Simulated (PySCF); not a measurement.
# UCCSDT/STO-3G run of N2H3 (hydrazinyl radical)

What is the vertical ionisation energy of N2H3 (hydrazinyl radical) at UCCSDT/STO-3G? 

Program for the calculation: PySCF 2.14.0.

6 further runs of the same task are left out: 6 set aside as unsound or not needed.

### Step 1. Starting point

N2H3 has 5 atoms, charge 0, and is taken as a doublet. As SMILES, `[NH]N`. The shape is that of a GFN2-xTB optimisation. This is one conformer, not always the lowest.

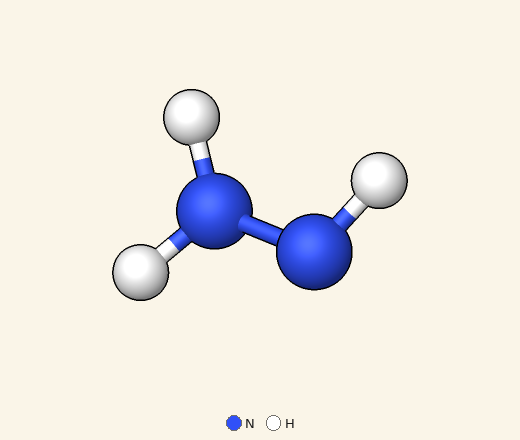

Viewed from a chosen angle; nitrogen blue, hydrogen white.

### Step 2. The energy at UCCSDT/STO-3G

mol.xyz reads:

```xyz
5

N     -0.174970    -0.805480     0.447260
N     -0.126270     0.251970    -0.365880
H      0.751750    -0.989150     0.831090
H     -1.043070     0.577800    -0.638700
H      0.592550     0.964850    -0.273770
```

calc.py reads:

```python
from pyscf import gto, cc

mol = gto.M(
    atom='mol.xyz',
    verbose=4,
    spin=1,
    max_memory=1860,
    basis='sto-3g',
)

mf = mol.UHF()
mf.conv_tol = 1e-10
mf.kernel()
if not mf.converged:
    mf = mf.newton().run(mf.mo_coeff, mf.mo_occ)

mycc = cc.CCSDT(mf, frozen=2)
mycc.kernel()
e_final = mycc.e_tot
print('Final energy', e_final)
```

Started as:

```bash
OMP_NUM_THREADS=1 python calc.py
```

Standard output:

```text
PySCF version 2.14.0

[INPUT] num. atoms = 5
[INPUT] num. electrons = 17
[INPUT] charge = 0
[INPUT] spin (= nelec alpha-beta = 2S) = 1
[INPUT] symmetry False subgroup None
[INPUT] Mole.unit = angstrom
[INPUT] Symbol           X                Y                Z      unit          X                Y                Z       unit  Magmom
[INPUT]  1 N     -0.174970000000  -0.805480000000   0.447260000000 AA   -0.330645380015  -1.522136598815   0.845198906473 Bohr   0.0
[INPUT]  2 N     -0.126270000000   0.251970000000  -0.365880000000 AA   -0.238615717749   0.476154291607  -0.691412994456 Bohr   0.0
[INPUT]  3 H      0.751750000000  -0.989150000000   0.831090000000 AA    1.420601614142  -1.869222596114   1.570532484865 Bohr   0.0
[INPUT]  4 H     -1.043070000000   0.577800000000  -0.638700000000 AA   -1.971116628750   1.091883754774  -1.206968075760 Bohr   0.0
[INPUT]  5 H      0.592550000000   0.964850000000  -0.273770000000 AA    1.119757215111   1.823302251287  -0.517350321122 Bohr   0.0

nuclear repulsion = 36.7009277596312
number of shells = 9
number of NR pGTOs = 39
number of NR cGTOs = 13
basis = sto-3g
ecp = {}

******** <class 'pyscf.scf.uhf.UHF'> ********
method = UHF
initial guess = minao
damping factor = 0
level_shift factor = 0
DIIS = <class 'pyscf.scf.diis.CDIIS'>
diis_start_cycle = 1
diis_space = 8
diis_damp = 0
SCF conv_tol = 1e-10
SCF conv_tol_grad = None
SCF max_cycles = 50
direct_scf = True
direct_scf_tol = 1e-13
number electrons alpha = 9  beta = 8
Set gradient conv threshold to 1e-05
init E= -109.266505092404
[... the frontier-level lines of each cycle are left out ...]

[... 53 lines left out ...]
converged SCF energy = -109.14228376851  <S^2> = 0.75526581  2S+1 = 2.0052589
[... 14 lines left out ...]
blksize_o_aaa     7    blksize_v_aaa     5
blksize_o_aab     7    blksize_v_aab     5

WARN: A large `blksize_v_aaa` is being used, which may cause large memory consumption
      for storing contraction intermediates. If memory is sufficient, consider using
      `pyscf.cc.uccsdt_highm.UCCSDT` instead.

WARN: A large `blksize_v_aab` is being used, which may cause large memory consumption
      for storing contraction intermediates. If memory is sufficient, consider using
      `pyscf.cc.uccsdt_highm.UCCSDT` instead.

Approximate memory usage estimate
    T3 memory                65.0 KB
    R3 memory                65.0 KB
    ERIs memory               343 KB
    T1-ERIs memory            343 KB
    Intermediates memory      343 KB
    Block workspace           335 KB
Init t2, MP2 energy = -0.0763157590467551
Init E_corr(UCCSDT) = -0.076315759047306
cycle =  1  E_corr(UCCSDT) = -0.093606744202  dE = -1.729098515500e-02  norm(d tamps) = 5.98830581e-02
cycle =  2  E_corr(UCCSDT) = -0.100063047040  dE = -6.456302838005e-03  norm(d tamps) = 2.93624643e-02
cycle =  3  E_corr(UCCSDT) = -0.105478074722  dE = -5.415027681899e-03  norm(d tamps) = 1.72671728e-02
cycle =  4  E_corr(UCCSDT) = -0.105508341167  dE = -3.026644432332e-05  norm(d tamps) = 5.07764973e-03
cycle =  5  E_corr(UCCSDT) = -0.105407747379  dE =  1.005937879540e-04  norm(d tamps) = 2.07293597e-03
cycle =  6  E_corr(UCCSDT) = -0.105423280450  dE = -1.553307171147e-05  norm(d tamps) = 7.05406934e-04
cycle =  7  E_corr(UCCSDT) = -0.105418711255  dE =  4.569194790388e-06  norm(d tamps) = 2.98571506e-04
cycle =  8  E_corr(UCCSDT) = -0.105419526558  dE = -8.153024233515e-07  norm(d tamps) = 1.61477408e-04
cycle =  9  E_corr(UCCSDT) = -0.105419803365  dE = -2.768074895687e-07  norm(d tamps) = 8.50251184e-05
cycle = 10  E_corr(UCCSDT) = -0.105420638949  dE = -8.355833729934e-07  norm(d tamps) = 3.36185115e-05
cycle = 11  E_corr(UCCSDT) = -0.105420211152  dE =  4.277966571958e-07  norm(d tamps) = 1.69069507e-05
cycle = 12  E_corr(UCCSDT) = -0.105419667831  dE =  5.433212030143e-07  norm(d tamps) = 7.58796989e-06
cycle = 13  E_corr(UCCSDT) = -0.105419390142  dE =  2.776886622452e-07  norm(d tamps) = 3.74453623e-06
cycle = 14  E_corr(UCCSDT) = -0.105419364535  dE =  2.560770939741e-08  norm(d tamps) = 1.77861813e-06
cycle = 15  E_corr(UCCSDT) = -0.105419413635  dE = -4.910059357710e-08  norm(d tamps) = 7.64266951e-07
UCCSDT converged
E(UCCSDT) = -109.2477031821452   E_corr = -0.1054194136351461
E_corr(same-spin) = -0.0110824105504157
E_corr(oppo-spin) = -0.0943370030847304
Final energy -109.24770318214517
```

Wall time 1.2 s (1 thread of Arm Neoverse V2, shared host); peak memory 0.12 GiB.

### Step 3. The singlet cation at the same level

run.py reads:

```python
from pyscf import gto, scf, cc

molecule = gto.M(
    atom='''
N     -0.330645    -1.522137     0.845199
N     -0.238616     0.476154    -0.691413
H      1.420602    -1.869223     1.570532
H     -1.971117     1.091884    -1.206968
H      1.119757     1.823302    -0.517350
''',
    charge=1,
    verbose=4,
    unit='bohr',
    basis='sto-3g',
    max_memory=1860,
)

mf = scf.RHF(molecule)
mf.conv_tol = 1e-10
mf.kernel()
if not mf.converged:
    mf = mf.newton().run(mf.mo_coeff, mf.mo_occ)

mycc = cc.CCSDT(mf, frozen=2)
mycc.kernel()
energy = mycc.e_tot
print('E(%s) = %.9f' % ('CCSDT', energy))
```

Started as:

```bash
OMP_NUM_THREADS=1 python run.py
```

Standard output:

```text
PySCF version 2.14.0

[INPUT] num. atoms = 5
[INPUT] num. electrons = 16
[INPUT] charge = 1
[INPUT] spin (= nelec alpha-beta = 2S) = 0
[INPUT] symmetry False subgroup None
[INPUT] Mole.unit = bohr
[INPUT] Symbol           X                Y                Z      unit          X                Y                Z       unit  Magmom
[INPUT]  1 N     -0.174969798905  -0.805480212298   0.447260049492 AA   -0.330645000000  -1.522137000000   0.845199000000 Bohr   0.0
[INPUT]  2 N     -0.126270149361   0.251969845688  -0.365880002934 AA   -0.238616000000   0.476154000000  -0.691413000000 Bohr   0.0
[INPUT]  3 H      0.751750204187  -0.989150213728   0.831089743421 AA    1.420602000000  -1.869223000000   1.570532000000 Bohr   0.0
[INPUT]  4 H     -1.043070196457   0.577800129768  -0.638699959910 AA   -1.971117000000   1.091884000000  -1.206968000000 Bohr   0.0
[INPUT]  5 H      0.592549886168   0.964849867025  -0.273769830069 AA    1.119757000000   1.823302000000  -0.517350000000 Bohr   0.0

nuclear repulsion = 36.7009261825925
number of shells = 9
number of NR pGTOs = 39
number of NR cGTOs = 13
basis = sto-3g
ecp = {}

******** <class 'pyscf.scf.hf.RHF'> ********
method = RHF
initial guess = minao
damping factor = 0
level_shift factor = 0
DIIS = <class 'pyscf.scf.diis.CDIIS'>
diis_start_cycle = 1
diis_space = 8
diis_damp = 0
SCF conv_tol = 1e-10
SCF conv_tol_grad = None
SCF max_cycles = 50
direct_scf = True
direct_scf_tol = 1e-13
Set gradient conv threshold to 1e-05
Initial guess from minao.
init E= -109.266504843012
  HOMO = -0.265339698907677  LUMO = -0.00939751144409284  gap/eV = 6.96454
cycle= 1 E= -108.864653487552  delta_E= 0.402  |g|= 0.308  |ddm|= 2.75
  HOMO = -0.759644903216777  LUMO = -0.216606973349617  gap/eV = 14.77681
cycle= 2 E= -108.889298240885  delta_E= -0.0246  |g|= 0.199  |ddm|= 0.533
  HOMO = -0.790122498995085  LUMO = -0.204597058133151  gap/eV = 15.93296
cycle= 3 E= -108.899424324  delta_E= -0.0101  |g|= 0.0295  |ddm|= 0.212
  HOMO = -0.777926933206444  LUMO = -0.184361038700795  gap/eV = 16.15175
cycle= 4 E= -108.900274474308  delta_E= -0.00085  |g|= 0.019  |ddm|= 0.0751
  HOMO = -0.785188942758124  LUMO = -0.187104590655371  gap/eV = 16.27470
cycle= 5 E= -108.900581192816  delta_E= -0.000307  |g|= 0.00418  |ddm|= 0.0628
  HOMO = -0.785415611956826  LUMO = -0.186764187097822  gap/eV = 16.29014
cycle= 6 E= -108.900598583608  delta_E= -1.74e-05  |g|= 0.000606  |ddm|= 0.0161
  HOMO = -0.785505024208114  LUMO = -0.186802687671035  gap/eV = 16.29152
cycle= 7 E= -108.900598964897  delta_E= -3.81e-07  |g|= 0.000255  |ddm|= 0.00182
  HOMO = -0.785496591114975  LUMO = -0.186824706648708  gap/eV = 16.29069
cycle= 8 E= -108.900599090374  delta_E= -1.25e-07  |g|= 0.000126  |ddm|= 0.00115
  HOMO = -0.785489342789031  LUMO = -0.18682327568893  gap/eV = 16.29053
cycle= 9 E= -108.9005991338  delta_E= -4.34e-08  |g|= 2.21e-05  |ddm|= 0.00102
  HOMO = -0.785485544213094  LUMO = -0.186824160269921  gap/eV = 16.29041
cycle= 10 E= -108.900599134651  delta_E= -8.51e-10  |g|= 3.51e-06  |ddm|= 0.000145
  HOMO = -0.785485112762523  LUMO = -0.186823408954834  gap/eV = 16.29041
cycle= 11 E= -108.900599134664  delta_E= -1.35e-11  |g|= 1.55e-06  |ddm|= 9.57e-06
  HOMO = -0.785485086204986  LUMO = -0.186823410111875  gap/eV = 16.29041
Extra cycle  E= -108.900599134667  delta_E= -2.27e-12  |g|= 9.15e-07  |ddm|= 2.89e-06
converged SCF energy = -108.900599134667

******** <class 'pyscf.cc.rccsdt.RCCSDT'> ********
RCCSDT nocc = 6, nmo = 11
Allocating only the i<=j<=k part of the T3 amplitude in memory
frozen orbitals 2
max_cycle = 50
conv_tol = 1e-07
conv_tol_normt = 1e-06
diis with the T3 amplitude
diis_space = 6
diis_start_cycle = 0
diis_start_energy_diff = 1e+09
einsum_backend: numpy
_make_eris_incore_RCCSDT
blksize  6    blksize_oovv  4    blksize_oooo  4    blksize_vvvv  1

WARN: A large `blksize` is being used, which may cause large memory consumption
      for storing contraction intermediates. If memory is sufficient, consider using
      `pyscf.cc.rccsdt_highm.RCCSDT` instead.

WARN: A large `blksize_oovv` is being used, which may cause large memory consumption
      for storing contraction intermediates. If memory is sufficient, consider using
      `pyscf.cc.rccsdt_highm.RCCSDT` instead.

WARN: A large `blksize_oooo` is being used, which may cause large memory consumption
      for storing contraction intermediates. If memory is sufficient, consider using
      `pyscf.cc.rccsdt_highm.RCCSDT` instead.

Approximate memory usage estimate
    T3 memory                54.7 KB
    R3 memory                54.7 KB
    Symmetrized T3 memory    41.0 KB
    ERIs memory               114 KB
    T1-ERIs memory            114 KB
    Intermediates memory      114 KB
    Block workspace           156 KB
    T3 einsum buffer          156 KB
Total estimated memory        806 KB
Init t2, MP2 energy = -109.034696990609  E_corr(MP2) -0.134097855942
Init E_corr(RCCSDT) = -0.134097855942084
cycle =  1  E_corr(RCCSDT) = -0.147787186151  dE = -1.368933020941e-02  norm(d tamps) = 8.04048999e-02
cycle =  2  E_corr(RCCSDT) = -0.161399608387  dE = -1.361242223589e-02  norm(d tamps) = 4.25102847e-02
cycle =  3  E_corr(RCCSDT) = -0.165080820037  dE = -3.681211649793e-03  norm(d tamps) = 2.25340946e-02
cycle =  4  E_corr(RCCSDT) = -0.170679994275  dE = -5.599174237695e-03  norm(d tamps) = 1.28506363e-02
cycle =  5  E_corr(RCCSDT) = -0.170181993737  dE =  4.980005377806e-04  norm(d tamps) = 2.32209277e-03
cycle =  6  E_corr(RCCSDT) = -0.170216459742  dE = -3.446600532744e-05  norm(d tamps) = 5.65652684e-04
cycle =  7  E_corr(RCCSDT) = -0.170229517228  dE = -1.305748525357e-05  norm(d tamps) = 2.67067899e-04
cycle =  8  E_corr(RCCSDT) = -0.170216922475  dE =  1.259475302881e-05  norm(d tamps) = 1.16135942e-04
cycle =  9  E_corr(RCCSDT) = -0.170218529496  dE = -1.607021542588e-06  norm(d tamps) = 6.84065976e-05
cycle = 10  E_corr(RCCSDT) = -0.170219836454  dE = -1.306958177433e-06  norm(d tamps) = 4.17259317e-05
cycle = 11  E_corr(RCCSDT) = -0.170222723083  dE = -2.886628571425e-06  norm(d tamps) = 2.04208713e-05
cycle = 12  E_corr(RCCSDT) = -0.170222145516  dE =  5.775670664232e-07  norm(d tamps) = 9.67237369e-06
cycle = 13  E_corr(RCCSDT) = -0.170221664206  dE =  4.813102132961e-07  norm(d tamps) = 4.41296342e-06
cycle = 14  E_corr(RCCSDT) = -0.170221482705  dE =  1.815009765260e-07  norm(d tamps) = 1.63444379e-06
cycle = 15  E_corr(RCCSDT) = -0.170221504995  dE = -2.229027928902e-08  norm(d tamps) = 7.16904564e-07
RCCSDT converged
E(RCCSDT) = -109.0708206396615   E_corr = -0.1702215049949515
E_corr(same-spin) = -0.0176907165179479
E_corr(oppo-spin) = -0.152530788477004
E(CCSDT) = -109.070820640
```

Wall time 0.83 s (1 thread of Arm Neoverse V2, shared host); peak memory 0.1 GiB.

### Step 4. Summary of results

At UCCSDT/STO-3G, 2 core orbitals frozen:

```
                                                                quantity          value
                                              doublet N2H3: total energy  -109.24770 Eh
                      doublet N2H3: dipole moment (Hartree–Fock density)         2.12 D
doublet N2H3: HOMO energy (Hartree–Fock orbitals) (highest over α and β)       -7.50 eV
 doublet N2H3: LUMO energy (Hartree–Fock orbitals) (lowest over α and β)        9.61 eV
               doublet N2H3: correlation energy (2 core orbitals frozen)     -105.4 mEh
                         doublet N2H3: ⟨S²⟩ of the reference determinant          0.755
                                             doublet N2H3: T1 diagnostic          0.018
                                            singlet cation: total energy  -109.07082 Eh
                     singlet cation: HOMO energy (Hartree–Fock orbitals)      -21.37 eV
                     singlet cation: LUMO energy (Hartree–Fock orbitals)       -5.08 eV
                   singlet cation: HOMO–LUMO gap (Hartree–Fock orbitals)       16.29 eV
             singlet cation: correlation energy (2 core orbitals frozen)     -170.2 mEh
                                           singlet cation: T1 diagnostic          0.029
                      vertical ionisation energy (to the singlet cation)       4.813 eV
```

In words: Removing an electron at fixed nuclei costs 4.81 eV (464 kJ/mol). Only the singlet of the ionised species was computed; a triplet could lie lower. In a minimal basis such a difference can be off by several eV, whatever the method. Mulliken charges (doublet N2H3) of the mean-field density run from -0.35 on N2 to +0.20 on H4. The T1 diagnostic (singlet cation) of 0.029 is above the customary mark for such species, so a single reference may not serve. Mulliken charges (singlet cation) of the mean-field density run from -0.17 on N2 to +0.36 on H4; they depend strongly on the basis.
